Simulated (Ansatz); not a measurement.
The starting structures come from a database of crystals and need not be the phases stable at ambient conditions.

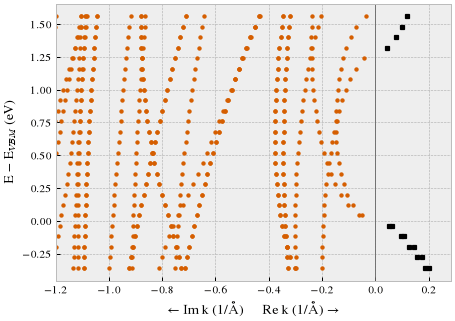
Figure: Complex bands at the centre of the two-dimensional zone; r2SCAN run with Ansatz (a quantum-chemistry and plane-wave program)

No gap correction and no spin-orbit coupling; mid-gap values are interpolated between computed energies.

### Question
This is BaCdAsF (P4/nmm, not sure to be the ambient phase, 8 atoms a cell, 24.3 Å³ an atom, -2 GPa at this level) along the normal of (110). Read off the slowest decay at the centre of the two-dimensional zone at 0.60 eV, the computed energy nearest the middle of the gap.

### Answer
κ ≈ 0.15 1/Å, a decay length 1/(2κ) of the density of 3.4 Å.
